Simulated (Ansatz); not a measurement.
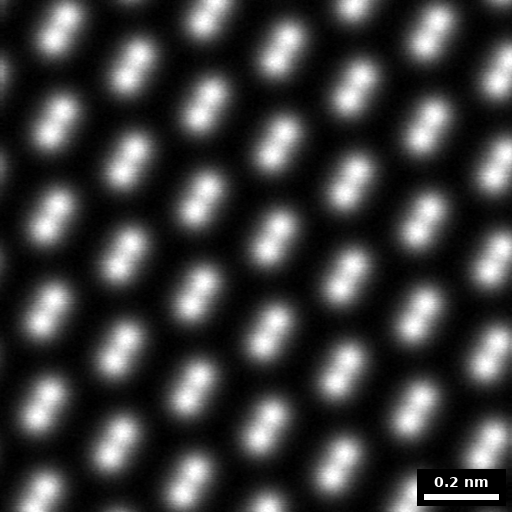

iDPC-like image of Ru (P6_3/mmc, No. 194). Simulated as the projected potential of neutral atoms (B = 0.5 Å²) blurred by a 0.50 Å probe, the thin-sample limit of integrated differential phase contrast. Shot noise and a slight drift were added. Structure: the input geometry of an electronic-structure calculation (not necessarily at equilibrium).

```cif
data_structure
_symmetry_space_group_name_H-M 'P6_3/mmc'
_symmetry_Int_Tables_number 194
_cell_length_a 2.6778
_cell_length_b 2.6778
_cell_length_c 4.2152
_cell_angle_alpha 90.000
_cell_angle_beta 90.000
_cell_angle_gamma 120.000
_cell_volume 26.18
loop_
_atom_site_label
_atom_site_type_symbol
_atom_site_symmetry_multiplicity
_atom_site_Wyckoff_symbol
_atom_site_fract_x
_atom_site_fract_y
_atom_site_fract_z
_atom_site_occupancy
Ru1 Ru 2 c 0.33333 0.66667 0.25000 1
```

> Which beam direction gives this image, [001], [310], [101] or [201]? (Directions equivalent by symmetry count as one.)

[101]. The projected cells are 2.68 × 2.68 Å, 120° for [001]; 0.88 × 4.22 Å, 90° for [310]; 2.26 × 2.58 Å, 116° for [101]; 1.66 × 2.46 Å, 110° for [201], and the image repeats as the [101] one does.
